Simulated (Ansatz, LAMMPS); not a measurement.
# A frame of liquid N-methylformamide from 298 K (108 atoms): geometry optimisation, part 2 of 3

Wanted: the relaxed structure of a frame of liquid N-methylformamide from 298 K (108 atoms) and its electronic structure.

Ansatz 0.2.0; Kohn-Sham DFT, PBE+D4, PAW (set soft_2), plane waves.

The cell: 24 C, 12 N, 12 O and 60 H. The network of contacts between molecules at the start is that of the classical potential that made the cell. Only the Γ point is sampled, in a cell whose shortest periodic width is 11 Å.

So far. Step 3 (Single point at the start): Neighbours are counted within 1.34 Å (H-C), 1.27 Å (H-N), 1.79 Å (C-N), 1.68 Å (C-O).

### Step 4. Cell and atoms relaxed

Cell and atoms are freed together, to release stress as well as forces.

input.yaml reads:

```yaml
crystal:
  lattice:
    - [10.55022, 0.0, 0.0]
    - [0.0, 10.55022, 0.0]
    - [0.0, 0.0, 10.55022]
  atoms:
    [... the 108 atom lines of step 3 ...]
kpoints:
  mp_grid: { grid: [1, 1, 1] }
hamiltonian:
  xc: pbe
  dispersion: d4
scf:
  occupations: { method: fermi_dirac, width: 0.05 }
output:
  forces: true
relax:
  f_tol: 0.03
  max_steps: 200
  cell: {}
```

On the command line:

```
ansatz run input.yaml --threads 4 --pin off --max-ram 8192MiB --backend cpu --events-out ev --progress --plain --runs-dir out
```

Numbers of over 12 decimals in the logs are rounded to 6 here.

The log of the run:

```text
[...]
Crystal: 108 atoms, lattice volume = 1174.315 Å³
Basis set: ecut = 420 eV, 22983 PW (Γ), exchange–correlation on 144×144×144 points (8 copies of the dense FFT grid, shifted against one another)
Bands: 252, of which v1, the nominal top of the filled ones, is band 144 counted from 1 (143 counted from 0)
Symmetry: 1 space group operations
[...]
k-points: 1
[...]
SCF iter   1: F=—  HF=-18401.735596 eV  |F-HF|=—  |Δ(HF+E_count)|=         —  Δρ=6.77e-3  dr2=4.69e-1  ethr=1.77e-3  ⟨swp⟩=6.0  Hψ=1166  notcnv=0  defer=24
[...]
SCF iter  10: F=-18401.652372 eV  HF=-18401.652372 eV  |F-HF|=1.07e-8  |Δ(HF+E_count)|=   3.17e-8  Δρ=2.26e-6  dr2=6.02e-8  ethr=3.47e-11  ⟨swp⟩=3.0  Hψ=767  notcnv=0
SCF 1 converged in 10 iterations: F = -18401.652372 eV  dr2 = 6.02e-8
[...]
relax step   1: F+E_penalty+E_count = -18401.65237188 eV  Δ(F+E_penalty+E_count) = +0.000e0 eV  max|allowed force component| = 5.784e0 eV/Å  Δτ_max = 0.0000 Å  P = +2.060 GPa  Ω = 1174.315 Å³  (10 SCF iters, dr2 threshold 1.00e-7 eV, accepted)
[... from here on, the SCF cycles and remarks between the steps are left out ...]
relax step   2: F+E_penalty+E_count = -18404.80819766 eV  Δ(F+E_penalty+E_count) = -3.156e0 eV  max|allowed force component| = 2.107e0 eV/Å  Δτ_max = 0.1972 Å  P = -0.503 GPa  Ω = 1215.112 Å³  energy of the carried Pulay correction = -1.100e-1 eV  (8 SCF iters, dr2 threshold 1.08e-5 eV, accepted)
relax step   3: F+E_penalty+E_count = -18405.62674771 eV  Δ(F+E_penalty+E_count) = -8.186e-1 eV  max|allowed force component| = 1.369e0 eV/Å  Δτ_max = 0.2000 Å  P = -0.430 GPa  Ω = 1193.107 Å³  energy of the carried Pulay correction = -5.114e-2 eV  (8 SCF iters, dr2 threshold 1.08e-5 eV, accepted)
relax step   4: F+E_penalty+E_count = -18406.20360534 eV  Δ(F+E_penalty+E_count) = -5.769e-1 eV  max|allowed force component| = 5.974e-1 eV/Å  Δτ_max = 0.1932 Å  P = -0.584 GPa  Ω = 1187.452 Å³  energy of the carried Pulay correction = -3.584e-2 eV  (8 SCF iters, dr2 threshold 1.08e-5 eV, accepted)
relax step   5: F+E_penalty+E_count = -18406.36734789 eV  Δ(F+E_penalty+E_count) = -1.637e-1 eV  max|allowed force component| = 3.959e-1 eV/Å  Δτ_max = 0.1700 Å  P = -0.333 GPa  Ω = 1183.037 Å³  energy of the carried Pulay correction = -2.384e-2 eV  (7 SCF iters, dr2 threshold 1.08e-5 eV, accepted)
relax step   6: F+E_penalty+E_count = -18406.47411414 eV  Δ(F+E_penalty+E_count) = -1.068e-1 eV  max|allowed force component| = 3.462e-1 eV/Å  Δτ_max = 0.1919 Å  P = -0.139 GPa  Ω = 1180.816 Å³  energy of the carried Pulay correction = -1.779e-2 eV  (8 SCF iters, dr2 threshold 9.80e-6 eV, accepted)
relax step   7: F+E_penalty+E_count = -18406.54208027 eV  Δ(F+E_penalty+E_count) = -6.797e-2 eV  max|allowed force component| = 4.923e-1 eV/Å  Δτ_max = 0.1903 Å  P = -0.227 GPa  Ω = 1179.455 Å³  energy of the carried Pulay correction = -1.407e-2 eV  (8 SCF iters, dr2 threshold 7.49e-6 eV, accepted)
relax step   8: F+E_penalty+E_count = -18406.60064826 eV  Δ(F+E_penalty+E_count) = -5.857e-2 eV  max|allowed force component| = 2.823e-1 eV/Å  Δτ_max = 0.1475 Å  P = -0.037 GPa  Ω = 1180.270 Å³  energy of the carried Pulay correction = -1.630e-2 eV  (7 SCF iters, dr2 threshold 1.08e-5 eV, accepted)
relax step   9: F+E_penalty+E_count = -18406.60056522 eV  Δ(F+E_penalty+E_count) = +8.304e-5 eV  max|allowed force component| = 9.431e-1 eV/Å  Δτ_max = 0.1952 Å  P = -0.726 GPa  Ω = 1177.178 Å³  energy of the carried Pulay correction = -7.846e-3 eV  (8 SCF iters, dr2 threshold 4.98e-6 eV, rejected (line search))
relax step  10: F+E_penalty+E_count = -18406.63991031 eV  Δ(F+E_penalty+E_count) = -3.926e-2 eV  max|allowed force component| = 2.180e-1 eV/Å  Δτ_max = 0.0952 Å  P = +0.066 GPa  Ω = 1177.288 Å³  energy of the carried Pulay correction = -8.146e-3 eV  (12 SCF iters, accepted)
relax step  11: F+E_penalty+E_count = -18406.66761039 eV  Δ(F+E_penalty+E_count) = -2.770e-2 eV  max|allowed force component| = 2.040e-1 eV/Å  Δτ_max = 0.0971 Å  P = -0.141 GPa  Ω = 1175.367 Å³  energy of the carried Pulay correction = -2.885e-3 eV  (7 SCF iters, dr2 threshold 2.97e-6 eV, accepted)
relax step  12: F+E_penalty+E_count = -18406.67854411 eV  Δ(F+E_penalty+E_count) = -1.093e-2 eV  max|allowed force component| = 3.981e-1 eV/Å  Δτ_max = 0.1143 Å  P = -0.328 GPa  Ω = 1175.178 Å³  energy of the carried Pulay correction = -2.367e-3 eV  (8 SCF iters, dr2 threshold 2.60e-6 eV, accepted)
relax step  13: F+E_penalty+E_count = -18406.69258869 eV  Δ(F+E_penalty+E_count) = -1.404e-2 eV  max|allowed force component| = 1.313e-1 eV/Å  Δτ_max = 0.0332 Å  P = -0.066 GPa  Ω = 1176.097 Å³  energy of the carried Pulay correction = -4.884e-3 eV  (6 SCF iters, dr2 threshold 9.90e-6 eV, accepted)
relax step  14: F+E_penalty+E_count = -18406.69421692 eV  Δ(F+E_penalty+E_count) = -1.628e-3 eV  max|allowed force component| = 1.012e-1 eV/Å  Δτ_max = 0.2000 Å  P = -0.084 GPa  Ω = 1182.093 Å³  energy of the carried Pulay correction = -2.127e-2 eV  (9 SCF iters, dr2 threshold 1.08e-6 eV, accepted)
[...]
relax step 139: F+E_penalty+E_count = -18407.30215871 eV  Δ(F+E_penalty+E_count) = +1.425e-3 eV  max|allowed force component| = 6.306e-2 eV/Å  Δτ_max = 0.0938 Å  P = -0.003 GPa  Ω = 1127.333 Å³  energy of the carried Pulay correction = +5.210e-2 eV  (8 SCF iters, dr2 threshold 1.49e-7 eV, accepted)
relax step 140: F+E_penalty+E_count = -18407.30066437 eV  Δ(F+E_penalty+E_count) = +1.494e-3 eV  max|allowed force component| = 3.369e-2 eV/Å  Δτ_max = 0.0369 Å  P = +0.002 GPa  Ω = 1128.203 Å³  energy of the carried Pulay correction = +4.971e-2 eV  (7 SCF iters, dr2 threshold 2.49e-7 eV, accepted)
relax step 141: F+E_penalty+E_count = -18407.29657318 eV  Δ(F+E_penalty+E_count) = +4.091e-3 eV  max|allowed force component| = 1.178e-1 eV/Å  Δτ_max = 0.1356 Å  P = -0.041 GPa  Ω = 1129.538 Å³  energy of the carried Pulay correction = +4.616e-2 eV  (9 SCF iters, dr2 threshold 7.10e-8 eV, rejected (line search))
relax step 142: F+E_penalty+E_count = -18407.30145795 eV  Δ(F+E_penalty+E_count) = -7.936e-4 eV  max|allowed force component| = 9.444e-2 eV/Å  Δτ_max = 0.0662 Å  P = +0.014 GPa  Ω = 1128.268 Å³  energy of the carried Pulay correction = +4.964e-2 eV  (10 SCF iters, accepted)
relax step 143: F+E_penalty+E_count = -18407.30473791 eV  Δ(F+E_penalty+E_count) = -3.280e-3 eV  max|allowed force component| = 1.114e-1 eV/Å  Δτ_max = 0.0966 Å  P = -0.042 GPa  Ω = 1127.140 Å³  energy of the carried Pulay correction = +5.294e-2 eV  (8 SCF iters, dr2 threshold 5.57e-7 eV, rejected (line search))
relax step 144: F+E_penalty+E_count = -18407.30549075 eV  Δ(F+E_penalty+E_count) = -4.033e-3 eV  max|allowed force component| = 1.741e-2 eV/Å  Δτ_max = 0.0467 Å  P = -0.008 GPa  Ω = 1127.373 Å³  energy of the carried Pulay correction = +5.220e-2 eV  (10 SCF iters, accepted)
relax step 145: F+E_penalty+E_count = -18407.25704503 eV  Δ(F+E_penalty+E_count) = +4.845e-2 eV  max|allowed force component| = 1.822e-2 eV/Å  Δτ_max = 0.0000 Å  P = -0.036 GPa  Ω = 1127.373 Å³  stress off target by 9.57e-2 GPa  SCF on the basis re-selected at this cell (its energy is not comparable with the rows above)  (7 SCF iters)
relax step 146: F+E_penalty+E_count = -18407.26808348 eV  Δ(F+E_penalty+E_count) = -1.104e-2 eV  max|allowed force component| = 7.930e-2 eV/Å  Δτ_max = 0.0481 Å  P = -0.048 GPa  Ω = 1124.660 Å³  energy of the carried Pulay correction = +8.347e-3 eV  (9 SCF iters, dr2 threshold 2.29e-8 eV, accepted)
relax step 147: F+E_penalty+E_count = -18407.28763479 eV  Δ(F+E_penalty+E_count) = -1.955e-2 eV  max|allowed force component| = 7.979e-2 eV/Å  Δτ_max = 0.0340 Å  P = -0.025 GPa  Ω = 1119.124 Å³  energy of the carried Pulay correction = +2.520e-2 eV  (7 SCF iters, dr2 threshold 3.93e-7 eV, accepted)
relax step 148: F+E_penalty+E_count = -18407.29112968 eV  Δ(F+E_penalty+E_count) = -3.495e-3 eV  max|allowed force component| = 3.069e-2 eV/Å  Δτ_max = 0.0084 Å  P = -0.010 GPa  Ω = 1118.239 Å³  energy of the carried Pulay correction = +2.795e-2 eV  (6 SCF iters, dr2 threshold 3.98e-7 eV, accepted)
relax step 149: F+E_penalty+E_count = -18407.28284648 eV  Δ(F+E_penalty+E_count) = +8.283e-3 eV  max|allowed force component| = 1.360e-1 eV/Å  Δτ_max = 0.0571 Å  P = +0.025 GPa  Ω = 1119.087 Å³  energy of the carried Pulay correction = +2.573e-2 eV  (9 SCF iters, dr2 threshold 5.89e-8 eV, rejected (line search))
relax step 150: F+E_penalty+E_count = -18407.28827224 eV  Δ(F+E_penalty+E_count) = +2.857e-3 eV  max|allowed force component| = 1.265e-2 eV/Å  Δτ_max = 0.0285 Å  P = -0.007 GPa  Ω = 1119.650 Å³  energy of the carried Pulay correction = +2.403e-2 eV  (11 SCF iters, accepted)
relax step 151: F+E_penalty+E_count = -18407.26885945 eV  Δ(F+E_penalty+E_count) = +1.941e-2 eV  max|allowed force component| = 1.236e-2 eV/Å  Δτ_max = 0.0000 Å  P = -0.017 GPa  Ω = 1119.650 Å³  stress off target by 4.10e-2 GPa  SCF on the basis re-selected at this cell (its energy is not comparable with the rows above)  (6 SCF iters)
[...]
SCF converged after 6 iterations
Free energy (F): -18407.268859 eV
[...]
Internal energy: -18407.268859 eV  (E = F + TS)
E sigma→0 (E₀):  -18407.268859 eV
Fermi energy:    1.424569 eV
[...]
--- Forces (eV/Å), atoms counted from 1 ---
  atom   1  C     -0.00361795     0.00007789     0.00069872
  atom   2  N      0.00128445     0.00021030     0.00228860
  atom   3  C      0.00461273     0.00188808     0.00009726
  atom   4  O     -0.00133378    -0.00060990    -0.00016642
  atom   5  H      0.00031463     0.00012499     0.00100936
  atom   6  H     -0.00165348    -0.00008532    -0.00166022
  atom   7  H     -0.00190988    -0.00029792     0.00067957
  atom   8  H      0.00049998    -0.00257746    -0.00177630
  atom   9  H     -0.00092375     0.00035342     0.00029676
  atom  10  C     -0.00089432    -0.00138168     0.00198185
  atom  11  N     -0.00419037    -0.00174332    -0.00054041
  atom  12  C     -0.00053448     0.00719262    -0.00084837
  atom  13  O     -0.00040433    -0.00228847     0.00409788
  atom  14  H      0.00361539    -0.00014996     0.00129830
[...]
atom 107  H      0.00319716     0.00122193    -0.00218841
  atom 108  H      0.00155028    -0.00118379     0.00260938
  max |Σ_I F_I| component: 1.08e-5 eV/Å
--- Stress (GPa, compression-positive) ---
       -0.004495      -0.009655      -0.029516
       -0.009655      -0.030788       0.010751
       -0.029516       0.010751      -0.015972
  P = ⅓ Tr σ = -0.0171 GPa (-0.171 kbar)
--- Relaxed structure (148 steps of the walk, 130 accepted, 3 SCFs on fresh bases) ---
  F+E_penalty+E_count = -18407.26885945 eV   max|allowed force component| = 1.236e-2 eV/Å   (the final SCF, on the basis selected at the relaxed cell)
  cell:  # Å, volume = 1119.6498 Å³
    - [10.608018, -0.105874, -0.474900]
    - [-0.105874, 10.110204, -0.107407]
    - [-0.474900, -0.107407, 10.463297]
  atoms:
    - { symbol: C, position: [0.985939, 0.131322, 0.169730] }
    - { symbol: N, position: [0.968160, 0.223346, 0.274584] }
    - { symbol: C, position: [1.042010, 0.330074, 0.303141] }
    - { symbol: O, position: [0.135730, 0.362007, 0.244861] }
[...]
- { symbol: H, position: [0.589517, 0.347607, 0.958667] }
```

The job ended after 20 min (4 threads of Arm Neoverse V2, shared host; peak memory 1.2 GiB).

The steps of the relaxation (22 of 151):

| step | energy less that of the first step (eV) | largest force component (eV/Å) | pressure (GPa) | volume (Å³) |
| --- | --- | --- | --- | --- |
| 1 | 0.0000 | 5.7839 | 2.06 | 1174.31 |
| 8 | -4.9483 | 0.2823 | -0.04 | 1180.27 |
| 15 | -5.0690 | 0.2220 | -0.26 | 1178.43 |
| 22 | -5.1803 | 0.2841 | -0.18 | 1164.68 |
| 30 | -5.2445 | 0.1347 | -0.05 | 1163.09 |
| 37 | -5.2992 | 0.0557 | 0.00 | 1160.50 |
| 44 | -5.3256 | 0.1426 | 0.08 | 1161.93 |
| 51 | -5.3281 | 0.4389 | -0.15 | 1161.78 |
| 58 | -5.3449 | 0.1911 | -0.06 | 1161.87 |
| 65 | -5.3579 | 0.1520 | -0.04 | 1160.40 |
| 72 | -5.3686 | 0.1769 | -0.06 | 1160.77 |
| 80 | -5.3787 | 0.1434 | -0.09 | 1163.45 |
| 87 | -5.4031 | 0.1705 | 0.04 | 1163.01 |
| 94 | -5.4365 | 0.2020 | -0.18 | 1160.56 |
| 101 | -5.5155 | 0.0830 | -0.11 | 1152.86 |
| 108 | -5.5745 | 0.1213 | -0.11 | 1148.35 |
| 115 | -5.6029 | 0.0351 | -0.01 | 1146.39 |
| 122 | -5.6159 | 0.0711 | -0.02 | 1145.08 |
| 130 | -5.6370 | 0.1692 | 0.03 | 1126.66 |
| 137 | -5.6491 | 0.0312 | -0.01 | 1126.57 |
| 144 | -5.6531 | 0.0174 | -0.01 | 1127.37 |
| 151* | -5.6165 | 0.0124 | -0.02 | 1119.65 |

Relaxation steps marked * repeat the geometry before them on a plane-wave basis chosen anew for their cell, so energy and pressure can jump there. Other such steps can lie between the rows shown. Relaxation steps 9, 19, 26, 36, 44, 51, 56, 60 and 10 more were tried and not accepted.

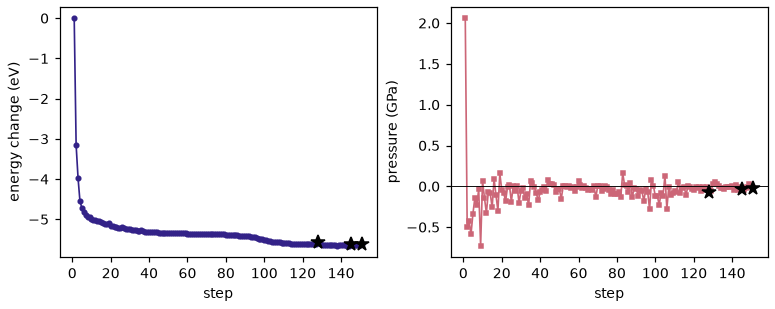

Energy and pressure along the relaxation. Stars mark steps on a basis chosen anew.

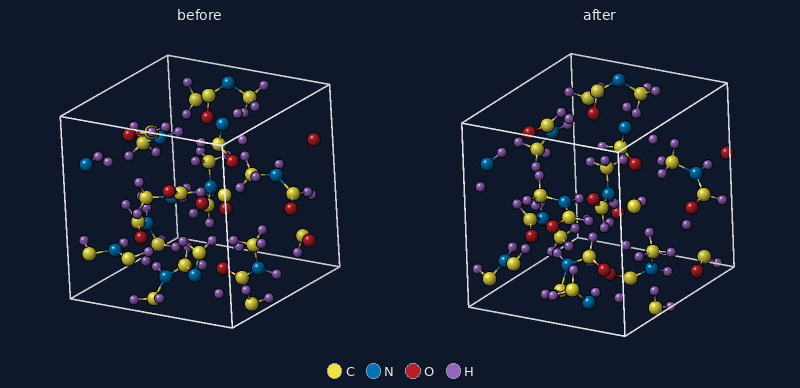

Before and after, at one scale. Bonds to atoms that aren't drawn are left out.

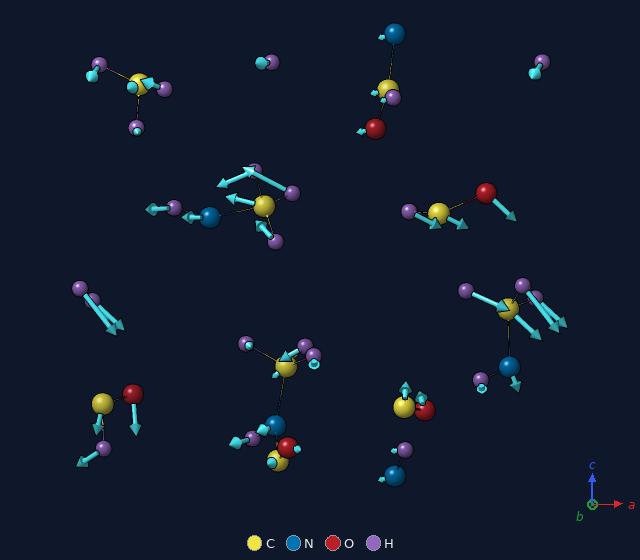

Displacements in the relaxation, scaled, measured against the changing cell; the longest in the cell stands for 2.90 Å. Drawn is a slice 4 Å thick, seen along the normal of the ac plane. Bonds to atoms that aren't drawn are left out.

| cell as run | before | after | change |
| --- | --- | --- | --- |
| a (Å) | 10.550 | 10.619 | +0.7 % |
| b (Å) | 10.550 | 10.111 | -4.2 % |
| c (Å) | 10.550 | 10.475 | -0.7 % |
| α (°) | 90.00 | 91.17 | +1.3 % |
| β (°) | 90.00 | 95.16 | +5.7 % |
| γ (°) | 90.00 | 91.14 | +1.3 % |
| volume (Å³/atom) | 10.87 | 10.37 | -4.7 % |

The atoms that moved most (Å, as changes of fractional coordinates times the final cell):

| atom | dx | dy | dz | length |
| --- | --- | --- | --- | --- |
| H87 | 1.722 | -0.663 | -2.237 | 2.899 |
| H33 | -2.393 | -0.056 | 1.279 | 2.714 |
| H88 | 1.948 | -0.970 | -0.837 | 2.331 |
| H106 | 2.251 | 0.173 | 0.063 | 2.259 |
| O76 | -1.619 | -0.104 | -1.355 | 2.114 |
| H86 | 1.461 | -0.504 | -1.347 | 2.050 |
| C82 | 1.435 | -0.560 | -1.333 | 2.037 |
| H32 | -1.745 | 0.049 | -0.730 | 1.892 |

The relaxation changed the energy by -52.0 meV/atom, and atoms moved by 1.2 Å r.m.s., 2.9 Å at most.

### Step 5. Local order after relaxation

Bonds before and after, by the cutoffs listed below:

| pair | bonds before | bonds after | mean before (Å) | mean after (Å) | spread before (Å) | spread after (Å) |
| --- | --- | --- | --- | --- | --- | --- |
| H-C | 48 | 48 | 1.104 | 1.100 | 0.027 | 0.005 |
| H-N | 12 | 12 | 1.008 | 1.030 | 0.032 | 0.005 |
| C-N | 24 | 24 | 1.400 | 1.395 | 0.043 | 0.057 |
| C-O | 12 | 12 | 1.216 | 1.245 | 0.021 | 0.006 |

Density 1.05 g/cm³, 10.37 Å³ an atom.

Pair distribution functions g(r), in bins of 0.2 Å:

| r (Å) | total | H-H | H-C | H-N | H-O | C-C | C-N |
| --- | --- | --- | --- | --- | --- | --- | --- |
| 1.00 | 3.06 | 0.00 | 8.85 | 7.05 | 0.00 | 0.00 | 0.00 |
| 1.20 | 1.50 | 0.00 | 3.67 | 0.00 | 0.00 | 0.00 | 0.00 |
| 1.40 | 0.94 | 0.00 | 0.00 | 0.00 | 0.00 | 0.00 | 19.15 |
| 1.60 | 0.00 | 0.00 | 0.00 | 0.00 | 0.00 | 0.00 | 0.00 |
| 1.80 | 1.08 | 2.83 | 0.00 | 0.00 | 1.67 | 0.00 | 0.00 |
| 2.00 | 0.98 | 0.00 | 0.90 | 3.94 | 2.22 | 0.00 | 0.00 |
| 2.20 | 0.99 | 0.77 | 0.81 | 2.88 | 0.24 | 0.00 | 0.00 |
| 2.40 | 0.58 | 0.89 | 0.00 | 0.00 | 1.16 | 3.06 | 0.00 |
| 2.60 | 0.65 | 1.18 | 0.55 | 0.00 | 1.19 | 0.00 | 0.00 |
| 2.80 | 1.03 | 1.29 | 1.05 | 0.39 | 0.87 | 0.00 | 0.00 |
| 3.00 | 0.78 | 1.01 | 0.92 | 0.81 | 0.97 | 0.00 | 0.00 |
| 3.20 | 0.85 | 0.81 | 1.17 | 0.90 | 1.45 | 0.00 | 0.00 |
| 3.40 | 1.07 | 0.57 | 1.73 | 1.46 | 0.86 | 0.92 | 0.78 |
| 3.60 | 1.09 | 1.01 | 1.10 | 0.82 | 1.14 | 1.06 | 1.19 |
| 3.80 | 1.05 | 1.06 | 0.90 | 0.55 | 1.33 | 0.85 | 1.81 |
| 4.00 | 1.07 | 1.02 | 1.13 | 0.97 | 1.35 | 1.94 | 0.97 |
| 4.20 | 1.06 | 1.27 | 0.83 | 0.84 | 1.01 | 1.58 | 1.05 |
| 4.40 | 1.09 | 1.00 | 0.93 | 1.31 | 1.15 | 1.69 | 1.37 |
| 4.60 | 1.06 | 1.11 | 1.01 | 1.25 | 0.91 | 1.25 | 0.81 |
| 4.80 | 0.99 | 0.84 | 1.05 | 1.07 | 0.65 | 1.35 | 1.61 |
| 5.00 | 0.95 | 0.96 | 0.86 | 1.06 | 0.69 | 0.74 | 1.23 |

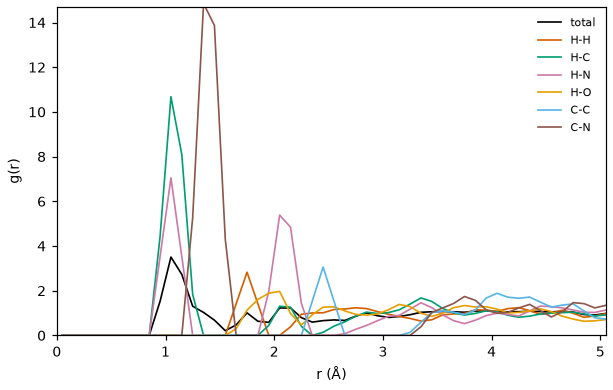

Pair distribution functions, lightly smoothed, with peaks cut at 14.

Bonds by pair of elements; cutoffs follow the first minimum of g(r), held within bounds set by covalent radii, and pairs that aren't listed don't count as bonded:

| pair A-B | cutoff (Å) | bonds | mean length (Å) | spread (Å) | shortest (Å) | B about A | A about B |
| --- | --- | --- | --- | --- | --- | --- | --- |
| H-C | 1.34 | 48 | 1.1 | 0.005 | 1.09 | 0.8 | 2 |
| H-N | 1.27 | 12 | 1.03 | 0.005 | 1.02 | 0.2 | 1 |
| C-N | 1.79 | 24 | 1.40 | 0.057 | 1.33 | 1 | 2 |
| C-O | 1.68 | 12 | 1.25 | 0.006 | 1.23 | 0.5 | 1 |

How many atoms have how many bonded neighbours:

| element | mean | 1 | 3 | 4 |
| --- | --- | --- | --- | --- |
| C | 3.5 | 0 | 12 | 12 |
| H | 1 | 60 | 0 | 0 |
| N | 3 | 0 | 12 | 0 |
| O | 1 | 12 | 0 | 0 |

Bond angles (no mean is given where the spread exceeds 20°):

| angle | count | mean (°) | spread (°) |
| --- | --- | --- | --- |
| H-C-N | 48 | 111 | 1.6 |
| H-C-H | 36 | 109 | 0.6 |
| C-N-H | 24 | 118 | 1.1 |
| N-C-O | 12 | 125 | 0.5 |
| H-C-O | 12 | 122 | 0.4 |

Bond length by coordination (bonds to H left out):

| element | coordination | atoms | mean bond length (Å) |
| --- | --- | --- | --- |
| C | 3 | 12 | 1.29 |
| C | 4 | 12 | 1.45 |

By these cutoffs 50 % of C atoms have 3 and as many 4, all H atoms have 1, all N atoms have 3 and all O atoms have 1 bonded neighbour. The H-C-N angle averages 111° with a spread of 1.6°.

(Continued in part 3 of 3.)

[Logs are printed without paths, hosts, clocks, repeated set-up lines and the standing remarks that a program may print on its own settings, such as how far it seeks lower states.]

[Hosts, paths, dates, database ids (printed as entryN), source tags and the programs' standing remarks are cut or masked in the printed files.]
